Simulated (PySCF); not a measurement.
```yaml
atoms:
  - { symbol: C, position_ang: [-0.0505, 0.8173, -0.0311] }
  - { symbol: C, position_ang: [-0.5640, -0.5919, -0.0150] }
  - { symbol: P, position_ang: [1.0978, -0.4076, -0.7977] }
  - { symbol: H, position_ang: [0.2434, 1.2706, 0.9049] }
  - { symbol: H, position_ang: [-0.5275, 1.5100, -0.7119] }
  - { symbol: H, position_ang: [-0.6258, -1.1080, 0.9327] }
  - { symbol: H, position_ang: [-1.3785, -0.8279, -0.6875] }
  - { symbol: H, position_ang: [1.8142, -0.6531, 0.3810] }
```

Geometry: GFN2-xTB.

Method: PBE0/pcSseg-1, SCF density, gas phase, non-relativistic (PySCF 2.14.0).

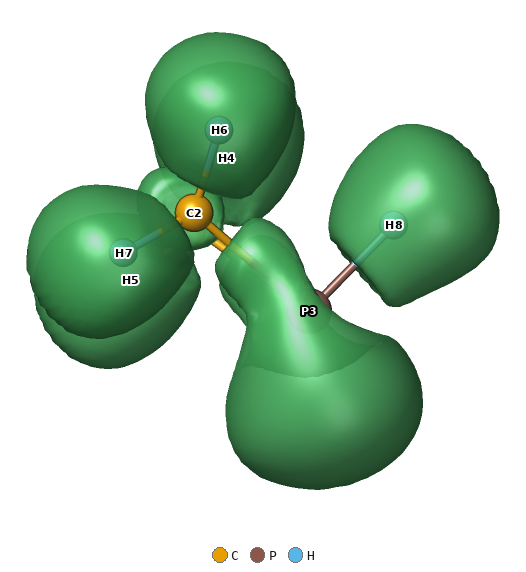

C₂H₅P (SMILES C1CP1). Isosurface of the electron localisation function at 0.75 (green), seen from one side. Core shells and regions of very low density are left out.

Where are the electrons localised?

Answer. At this value the surface marks out one region between bonded C–C atoms (shared pairs), five regions around hydrogen nuclei and one region on P in which the atom's valence shell and bonds are merged.

Values along the shortest contacts:
C–C (1.50 Å): the ELF peaks at about 0.90 between the atoms: localised, covalent bonding. C–P (1.85 Å): the ELF peaks at about 0.85 between the atoms (localised, covalent bonding).
